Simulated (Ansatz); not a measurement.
# NOPSi (SMILES O=P[N+]#[Si]) (charge +1, doublet): what the fields show

```
atom    x (Å)    y (Å)    z (Å)
   N  -1.1199  -0.8596  -2.5385
   O  -1.9797   0.1249  -0.1303
   P  -1.2046   0.2358  -1.3956
  Si  -0.9687  -1.9253  -3.7715
```

Geometry: B3LYP-D3(BJ)/def2-SVP.

Level of theory: Ansatz 0.2.0, isolated molecule in a Gaussian basis; Kohn-Sham density functional theory, functional PBE0.

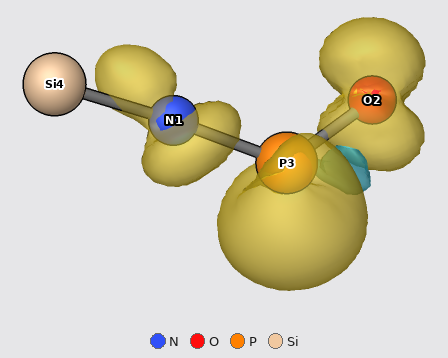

Figure 1. Isosurfaces of the spin density (α minus β) at +0.03 (yellow) and −0.03 e/Å³ (cyan), seen at a tilt.

> Describe the spin distribution.

The unpaired spin (1 electron) lies mostly on P3 (about 0.5), O2 (about 0.3) and N1 (about 0.1), in electrons by Hirshfeld's partition.

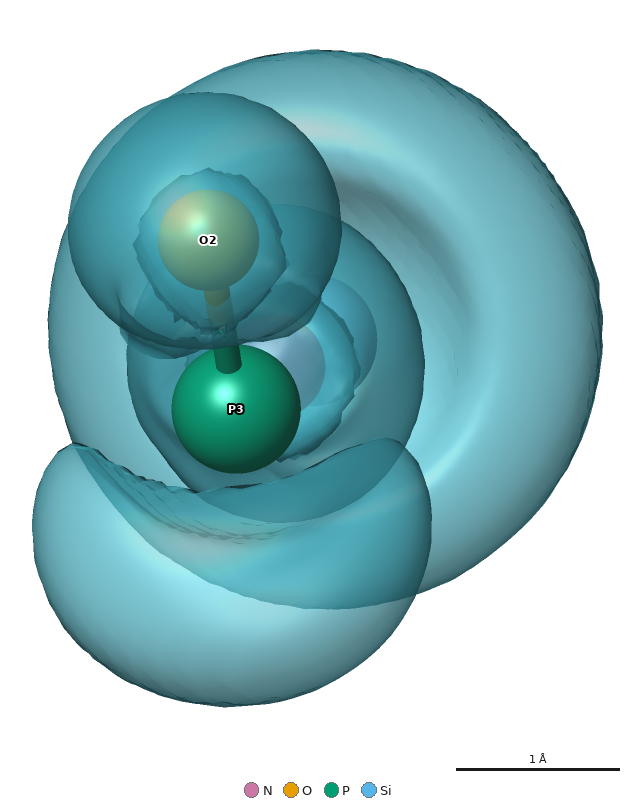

Figure 2. Isosurface of the ELF at 0.75 (cyan), seen at an oblique angle. Only the valence region is drawn (cores and ρ < 0.01 e/Å³ removed).

> Identify the bonds, lone pairs and shells in this picture.

The surface consists of one region on N in which the atom's valence shell and bonds are merged, one lobe on P, pointing away from the bonds (non-bonding electrons), one lobe on Si, pointing away from the bonds (non-bonding electrons) and one region wrapped around O (its lone pairs, merged into a ring or cap). Profiles from the grid: P–O (1.49 Å): the ELF peaks at about 0.80 in the valence shell of O, 0.6 Å from its nucleus, and is about 0.60 at the midpoint. P–N (1.59 Å): the ELF peaks at about 0.85 between the atoms: a polar covalent bond.

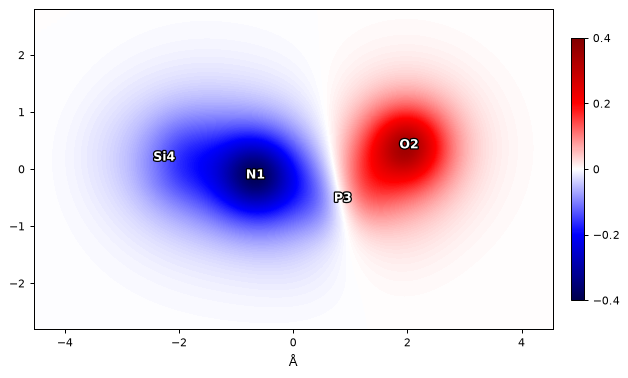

Figure 3. The HOMO−1 (β) on a plane 0.8 Å above the molecular plane (values in Å⁻³ᐟ²; the overall sign is arbitrary).

> Describe this orbital and give its energy.

It lies mainly on N1 (about 40 %), O2 (about 35 %), P3 (about 15 %) and Si4 (about 15 %); it changes sign across the molecular plane (π type); π-bonding across N1–Si4 and O2–P3; π-antibonding (a node) across N1–P3. Its energy is −15.39 eV.
